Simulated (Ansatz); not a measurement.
Band structure of Cu3Sn (Fm-3m, 4 atoms in the cell).

```
CELL_PARAMETERS angstrom
      0.00000     3.10029     3.10029
      3.10029     0.00000     3.10029
      3.10029     3.10029     0.00000
ATOMIC_POSITIONS crystal
  Cu 0.50000 0.50000 0.50000
  Cu 0.75000 0.75000 0.75000
  Cu 0.25000 0.25000 0.25000
  Sn 0.00000 0.00000 0.00000
```

Method: PBEsol, PAW files made with PBE (plane waves; Ansatz, a first-principles code).

Settings: kpoints.mp_grid.grid = 9 9 9; hamiltonian.xc = pbesol; hamiltonian.pseudopotentials = {kind: paw} (an earlier, softer set of the program's PAW files); scf.occupations.method = fermi_dirac; scf.occupations.width = 0.0073 Ry; kpoints.band_path.npoints = 8.

The starting cell comes from a database of computed structures (which also holds hypothetical and non-ambient phases and stackings), without a prior relaxation at this level. Its lattice was rescaled by a random factor within 2.5 % of one. Spin polarisation is off.

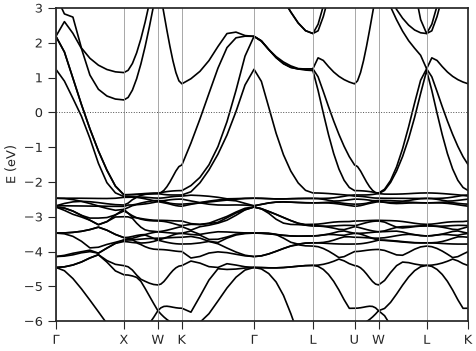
Fig. 1. Bands along the path, energies from the Fermi level.

Levels in eV from the Fermi level, bands 33 to 40:
```csv
point,33,34,35,36,37,38,39,40
Γ,-2.47,1.24,2.18,2.18,2.18,3.35,3.35,3.35
X,-2.44,-2.42,-2.37,-2.37,0.36,1.14,9.22,9.22
W,-2.46,-2.34,-2.34,-2.32,3.67,3.82,4.39,4.39
K,-2.41,-2.37,-2.25,-1.51,0.82,3.74,6.86,7.02
L,-2.47,-2.32,1.20,1.25,1.25,2.27,2.27,3.42
U,-2.41,-2.37,-2.25,-1.51,0.82,3.74,6.86,7.02
```

Bands cross the Fermi level along this path, so the cell is metallic at this level.

Keys are those of Ansatz 0.2.
